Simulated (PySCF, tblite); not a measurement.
**C6H6O2Si: geometry, infrared bands and NMR shifts**

Wanted: the infrared bands and NMR shifts of C6H6O2Si (`C#Cc1cc([SiH2]O)co1`), by calculation.

Computed with tblite 0.8.0 and PySCF 2.14.0, with density-fitted response routines of our own, on a single molecule in the gas phase. Atoms are numbered from 0 throughout.

**1. Starting geometry**

15 atoms, charge 0, multiplicity 1; geometry from: force field or distance geometry start.

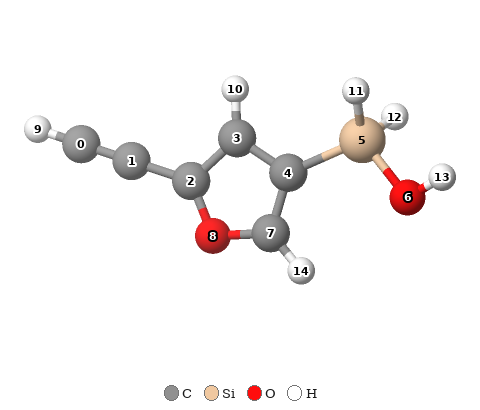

The starting geometry (carbon grey, silicon light orange, oxygen red, hydrogen white), atoms numbered.

**2. Geometry optimisation with GFN2-xTB**

The job: settings as JSON, then the geometry in Å.

```
{"job": {"kind": "relax", "xc": "GFN2-xTB", "basis": "xTB"}, "charge": 0, "multiplicity": 1}
C      3.880900     0.493300    -1.548000
C      2.814800     0.115600    -1.109500
C      1.565500    -0.328500    -0.568500
C      0.558000     0.594200    -0.237400
C     -0.505800    -0.166400     0.245400
Si    -2.106300     0.535900     0.828800
O     -3.210600    -0.748900     1.065100
C     -0.104300    -1.482300     0.163300
O      1.125600    -1.531400    -0.326800
H      4.787200     0.826500    -1.951500
H      0.579600     1.664700    -0.303500
H     -2.655200     1.526800    -0.093400
H     -1.900100     1.144600     2.184500
H     -4.095100    -0.327100     1.171200
H     -0.738500    -2.308900     0.458200
```

Started as:

```bash
> OMP_NUM_THREADS=1 python probes_run.py task.json out
```

The driver reads the jobs from task.json and runs them one after another.

What it wrote:

```text
step      E/eV     max force
  0    -699.76884    3.369
  1    -700.01582    1.906
  2    -700.00464    3.734
  3    -700.09263    0.560
  4    -700.11696    0.646
  5    -700.15225    0.906
  6    -700.17195    0.401
  7    -700.18347    0.313
  8    -700.18962    0.262
  9    -700.19310    0.211
 10    -700.19514    0.117
 11    -700.19713    0.113
 12    -700.19978    0.148
 13    -700.20273    0.188
 14    -700.20521    0.176
 15    -700.20702    0.113
 16    -700.20848    0.148
 17    -700.21010    0.151
 18    -700.21193    0.161
 19    -700.21347    0.122
 20    -700.21458    0.090
 21    -700.21562    0.084
 22    -700.21697    0.110
 23    -700.21847    0.119
 24    -700.21970    0.083
 25    -700.22063    0.104
 26    -700.22169    0.121
 27    -700.22323    0.139
 28    -700.22521    0.133
 29    -700.22711    0.142
 30    -700.22868    0.131
 31    -700.22997    0.109
 32    -700.23116    0.116
 33    -700.23210    0.099
 34    -700.23288    0.063
 35    -700.23357    0.080
 36    -700.23439    0.091
 37    -700.23514    0.062
 38    -700.23560    0.077
 39    -700.23582    0.038
 40    -700.23596    0.041
 41    -700.23611    0.039
 42    -700.23630    0.058
 43    -700.23652    0.068
 44    -700.23679    0.047
 45    -700.23707    0.041
 46    -700.23730    0.038
 47    -700.23744    0.044
 48    -700.23753    0.035
 49    -700.23762    0.020
 50    -700.23772    0.028
 51    -700.23781    0.028
 52    -700.23789    0.026
 53    -700.23795    0.017
 54    -700.23799    0.017
 55    -700.23804    0.021
 56    -700.23807    0.019
 57    -700.23810    0.012
 58    -700.23813    0.011
 59    -700.23815    0.012
 60    -700.23817    0.013
 61    -700.23818    0.012
 62    -700.23820    0.011
 63    -700.23822    0.011
 64    -700.23823    0.012
 65    -700.23825    0.010
```

It took 0.79 s on 1 thread of Arm Neoverse N1, shared host.

Relaxation path: (not every step is listed) (the energy doesn't fall at every step)

```csv
step,energy from step 0 (eV),largest force (eV/Å)
0,0.0000,3.3686
1,-0.2470,1.9059
2,-0.2358,3.7344
3,-0.3238,0.5604
4,-0.3481,0.6461
5,-0.3834,0.9065
6,-0.4031,0.4006
7,-0.4146,0.3130
8,-0.4208,0.2617
13,-0.4339,0.1879
18,-0.4431,0.1612
23,-0.4496,0.1188
28,-0.4564,0.1331
33,-0.4633,0.0986
38,-0.4668,0.0765
43,-0.4677,0.0678
48,-0.4687,0.0355
53,-0.4691,0.0175
58,-0.4693,0.0112
60,-0.4693,0.0130
61,-0.4693,0.0121
62,-0.4694,0.0112
63,-0.4694,0.0114
64,-0.4694,0.0117
65,-0.4694,0.0099
```

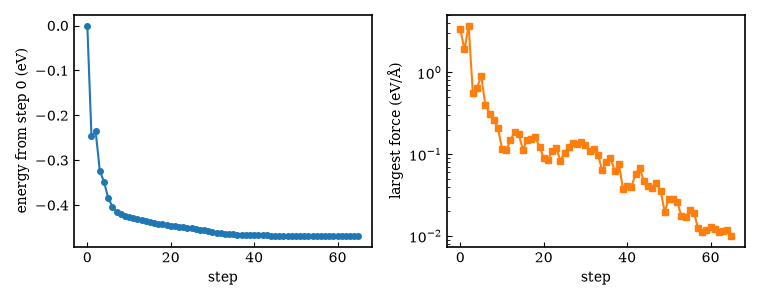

Energy and force, step by step.

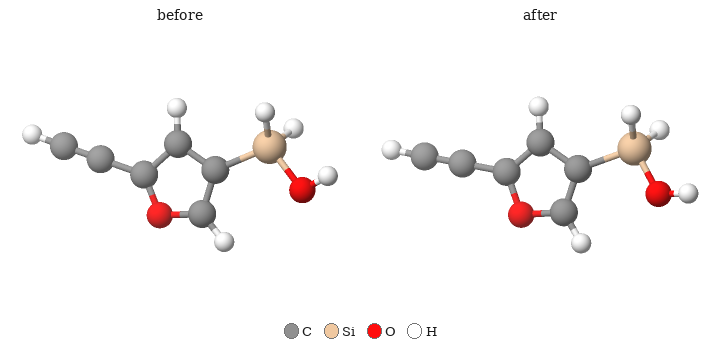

Before and after, at one scale.

Close pairs (by a distance rule), those that changed most:

```csv
bond,before (Å),after (Å),change (Å)
Si5–O6,1.711,1.627,-0.083
C2–O8,1.303,1.357,+0.054
C2–C3,1.406,1.371,-0.035
Si5–H12,1.500,1.467,-0.033
O6–H13,0.986,0.952,-0.033
C1–C2,1.432,1.405,-0.027
C3–C4,1.394,1.419,+0.025
C4–Si5,1.843,1.864,+0.022
```

The final coordinates are the input of the step that follows.

**3. Vibrational analysis with GFN2-xTB**

The job: settings as JSON, then the geometry in Å.

```
{"job": {"kind": "ir", "xc": "GFN2-xTB", "basis": "xTB"}, "charge": 0, "multiplicity": 1}
C      3.910412     0.286216    -1.553191
C      2.816267     0.085666    -1.099542
C      1.534159    -0.147605    -0.575135
C      0.548904     0.735497    -0.217347
C     -0.546574    -0.038280     0.245571
Si    -2.183657     0.586430     0.882495
O     -3.084676    -0.766013     0.964992
C     -0.129898    -1.334940     0.129836
O      1.112698    -1.419479    -0.359676
H      4.864702     0.470221    -1.946987
H      0.598181     1.803614    -0.280043
H     -2.779353     1.551880    -0.045739
H     -2.042748     1.194481     2.210073
H     -3.990490    -0.747481     1.258790
H     -0.632342    -2.252216     0.363990
```

What it wrote:

```text
mode    cm-1     km/mol
  1      31.5      0.03
  2      91.0      1.01
  3     100.8      2.03
  4     147.6      0.86
  5     196.3      2.43
  6     256.8      3.43
  7     271.9     96.77
  8     382.6      7.31
  9     428.0     13.04
 10     460.2      2.40
 11     513.9     78.23
 12     585.1     11.42
 13     599.8     69.91
 14     615.2      8.22
 15     618.8     25.11
 16     667.6     16.76
 17     673.9     11.32
 18     728.6    373.20
 19     774.2      6.07
 20     800.8     10.49
 21     819.6    406.05
 22     825.6      3.74
 23     886.7    169.06
 24     954.0     30.91
 25     959.1     45.23
 26    1097.4     18.62
 27    1125.5     14.87
 28    1206.8     10.09
 29    1243.2     54.03
 30    1344.9     19.68
 31    1481.5     59.49
 32    1557.0     50.74
 33    2211.0    472.98
 34    2246.1    205.42
 35    2254.2      8.88
 36    3174.6      6.84
 37    3180.7     17.98
 38    3399.9     14.98
 39    3683.7     16.95
```

It took 0.92 s on 1 thread of Arm Neoverse N1, shared host.

The strongest bands and the atoms that carry them (share of the mass-weighted mode):

```csv
cm⁻¹,km/mol,atoms
272,96.8,H13 87 %
514,78.2,"H11 31 %, H12 30 %, Si5 13 %"
600,69.9,"H11 40 %, H12 40 %"
729,373.2,"H12 34 %, H11 33 %, H13 27 %"
820,406.1,"H12 31 %, H11 31 %, H13 23 %"
887,169.1,"O6 51 %, Si5 34 %"
2211,473.0,"H12 62 %, H11 34 %"
2246,205.4,"H11 62 %, H12 35 %"
```

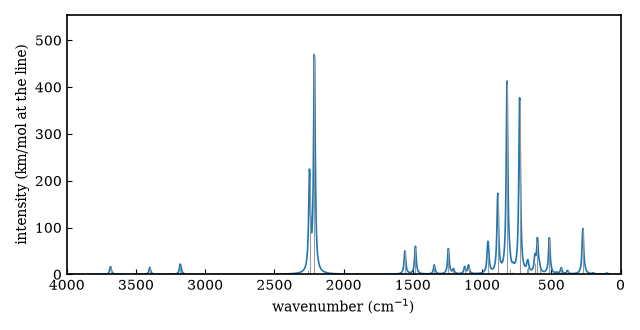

The infrared spectrum from these modes, unscaled. Lines are broadened to a width of 14 cm⁻¹ (Lorentzian).

**4. NMR shieldings: PBE0/pcSseg-1**

Settings changed since step 3:

```diff
@@ -1,2 +1,2 @@
-{"job": {"kind": "ir", "xc": "GFN2-xTB", "basis": "xTB"}, "charge": 0, "multiplicity": 1}
+{"job": {"kind": "nmr", "xc": "PBE0", "basis": "pcSseg-1"}, "charge": 0, "multiplicity": 1}
 C      3.910412     0.286216    -1.553191
```

With the program's defaults for keys left out, this is: GIAO PBE0/pcSseg-1 NMR shielding, non-relativistic, gas phase.

What it wrote:

```text
coarse grid: 14032 points
cycle   1  E = -671.3181022590  dE =  1.745e+00  |g| = 8.362e-01  |ddm| = 3.972e+00
cycle   2  E = -671.1903978431  dE =  1.277e-01  |g| = 1.183e+00  |ddm| = 1.659e+00
cycle   3  E = -671.4472173625  dE = -2.568e-01  |g| = 1.195e-01  |ddm| = 1.079e+00
cycle   4  E = -671.4495873497  dE = -2.370e-03  |g| = 5.626e-02  |ddm| = 1.465e-01
cycle   5  E = -671.4501822034  dE = -5.949e-04  |g| = 2.870e-02  |ddm| = 6.279e-02
cycle   6  E = -671.4503756793  dE = -1.935e-04  |g| = 6.529e-03  |ddm| = 2.574e-02
cycle   7  E = -671.4503838672  dE = -8.188e-06  |g| = 2.801e-03  |ddm| = 6.540e-03
final grid: 133824 points
cycle   8  E = -671.5246412239  dE = -1.205e-05  |g| = 1.402e-02  |ddm| = 6.345e-02
cycle   9  E = -671.5245434400  dE =  9.778e-05  |g| = 2.597e-02  |ddm| = 2.883e-02
cycle  10  E = -671.5246782353  dE = -1.348e-04  |g| = 2.332e-03  |ddm| = 2.002e-02
cycle  11  E = -671.5246795297  dE = -1.294e-06  |g| = 5.557e-04  |ddm| = 2.356e-03
cycle  12  E = -671.5246795841  dE = -5.442e-08  |g| = 2.330e-04  |ddm| = 5.507e-04
cycle  13  E = -671.5246795958  dE = -1.171e-08  |g| = 8.302e-05  |ddm| = 2.225e-04
cycle  14  E = -671.5246795974  dE = -1.617e-09  |g| = 1.476e-05  |ddm| = 7.523e-05
cycle  15  E = -671.5246795974  dE = -4.275e-11  |g| = 4.184e-06  |ddm| = 1.602e-05
converged SCF energy = -671.5246795974

GIAO shielding tensors (ppm)
atom      isotropic    diamagn.    paramagn.     s11        s22        s33       span
  0 C       94.288     259.490    -165.203     24.742     58.058    200.063    175.321
  1 C      108.278     241.557    -133.278     11.208     14.730    298.896    287.688
  2 C       43.774     258.952    -215.178    -26.746     54.934    103.132    129.878
  3 C       57.586     252.668    -195.082    -37.305     54.657    155.407    192.713
  4 C       67.033     259.244    -192.211     -4.549     44.910    160.738    165.287
  5 Si     379.310     878.828    -499.517    337.815    351.976    448.140    110.325
  6 O      331.826     385.320     -53.494    292.915    321.323    381.239     88.324
  7 C       31.062     250.843    -219.780    -48.975     37.375    104.787    153.761
  8 O        9.774     397.940    -388.166   -137.674    -68.299    235.295    372.969
  9 H       28.577      33.571      -4.994     24.586     25.217     35.929     11.343
 10 H       24.752      32.763      -8.011     22.417     24.104     27.735      5.317
 11 H       26.068      28.638      -2.571     22.276     25.102     30.825      8.549
 12 H       26.013      28.440      -2.427     22.569     24.832     30.638      8.069
 13 H       30.754      28.452       2.302     21.940     24.726     45.595     23.656
 14 H       24.042      30.816      -6.775     20.027     25.128     26.971      6.944
```

Wall time 55 s (1 thread of Arm Neoverse N1, shared host); peak memory 0.83 GiB.

Shifts follow as δ = σ(reference) − σ, with reference shieldings (ppm) from runs at the same level and on the same kind of geometry: 1H TMS 31.72, 13C TMS 186.9, 29Si TMS 349.2, 17O H2O 336.1. The references are single molecules in the gas phase, so shifts against H2O, NH3, PH3, H3PO4 or CFCl3 are not on the usual liquid scales and can be off by tens of ppm. Atoms listed in one row are averaged.

```csv
atoms,environment,σ (ppm),δ (ppm),δ scaled to CDCl3
C7,aromatic CH next to the ring oxygen,31.1,155.9,150.2
C2,substituted aromatic carbon next to the ring oxygen,43.8,143.2,137.8
C3,aromatic CH,57.6,129.3,124.3
C4,substituted aromatic carbon,67.0,119.9,115.1
C0,terminal alkyne carbon,94.3,92.6,88.5
C1,alkyne carbon,108.3,78.6,74.8
H14,hydrogen on an aromatic CH next to the ring oxygen,24.04,7.68,7.34
H10,hydrogen on an aromatic CH,24.75,6.96,6.67
"H11, H12","hydrogen on a silicon bonded to C, O",26.04,5.68,–
H9,hydrogen on a terminal alkyne carbon,28.58,3.14,3.07
H13,hydrogen on an oxygen bonded to Si,30.75,0.96,–
Si5,"silicon bonded to C, O, 2 H",379.3,-30.2,–
O8,aromatic ring oxygen,9.8,326.3,–
O6,"oxygen bonded to Si, H",331.8,4.3,–
```

The scaled column applies a straight-line fit of computed shieldings to shifts measured in CDCl3 (root-mean-square error 0.16 ppm for H, 1.9 ppm for C).

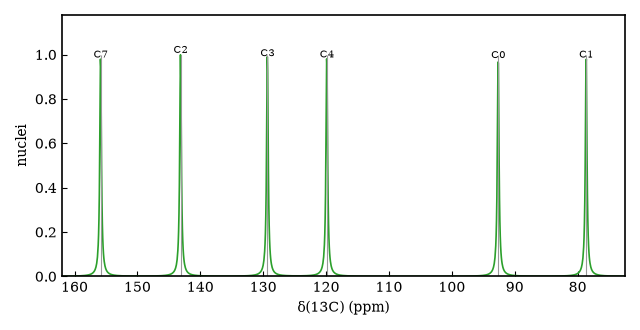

13C lines at the computed shifts, without couplings. Lines are broadened to a width of 0.31 ppm (Lorentzian).

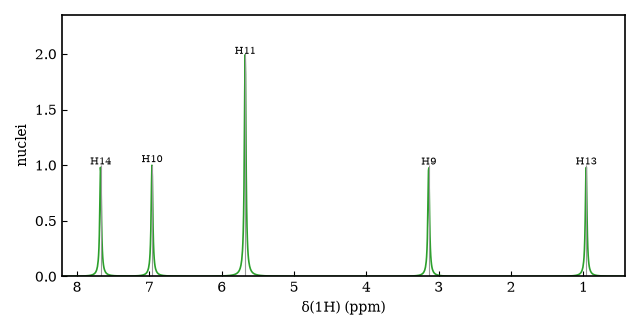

1H lines at the computed shifts, without couplings. Lines are broadened to a width of 0.03 ppm (Lorentzian).

Charges from the same density, by scheme (e):

```csv
atoms,Mulliken,IAO,Hirshfeld,ESP fit
C0,-0.37,-0.22,-0.10,-0.28
C1,0.42,-0.03,-0.06,-0.23
C2,0.11,0.14,0.06,0.56
C3,-0.12,-0.19,-0.07,-0.55
C4,-0.42,-0.37,-0.14,-0.06
Si5,0.87,1.04,0.40,0.66
O6,-0.56,-0.80,-0.30,-0.75
C7,0.21,0.04,0.03,-0.07
O8,-0.36,-0.22,-0.05,-0.21
```

IAO charges:

C0 -0.22; C1 -0.03; C2 0.14; C3 -0.19; C4 -0.37; Si5 1.04; O6 -0.80; C7 0.04; O8 -0.22; H9 0.21; H10 0.17; H11 -0.16; H12 -0.16; H13 0.37; H14 0.18

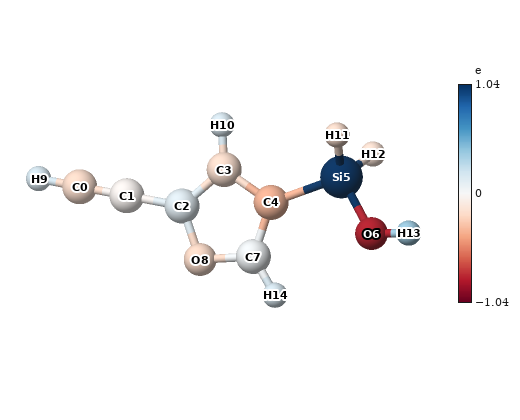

IAO charges, as colours on the atoms.

Mayer bond orders: C0–C1 2.28, C1–C2 1.00, C2–C3 1.50, C3–C4 1.26, C4–Si5 0.86, Si5–O6 1.04, C4–C7 1.58, C7–O8 1.11, O8–C2 1.03.

Ring of atoms C2, C3, C4, C7, O8: NICS(0) -11.6, NICS(1) -10.3, NICS(1)zz -25.6 ppm (means of both faces).

**5. Results**

| quantity | value |
| --- | --- |
| strongest single infrared mode (GFN2-xTB) | 2211 cm⁻¹, 473 km/mol |
| zero-point energy (GFN2-xTB) | 60.9 kcal/mol |
| 13C shifts against TMS (PBE0/pcSseg-1) | 155.9, 143.2, 129.3, 119.9, 92.6, 78.6 ppm |
| 1H shifts against TMS (PBE0/pcSseg-1, means over atoms taken as alike) | 7.68, 6.96, 5.68, 3.14, 0.96 ppm |
| 29Si shifts against TMS (PBE0/pcSseg-1) | -30.2 ppm |
| 17O shifts against H2O (PBE0/pcSseg-1) | 326.3, 4.3 ppm |

**Reading.** Over 65 steps the energy fell by 0.469 eV; of the close pairs, Si5–O6 changed most, 1.711 to 1.627 Å. All 39 modes are real, so the xTB geometry is a minimum. The strongest single mode, at 2211 cm⁻¹, moves mainly H12 and H11. GFN2-xTB is a fitted tight-binding method: band positions and strengths are rough. Its intensities can rank the bands wrongly. At PBE0/pcSseg-1: The widest tensor belongs to O8: span 373 ppm, with a paramagnetic part of -388 ppm. NICS(1)zz of -26 ppm above the planar ring from C2 marks a diatropic (aromatic) ring current.
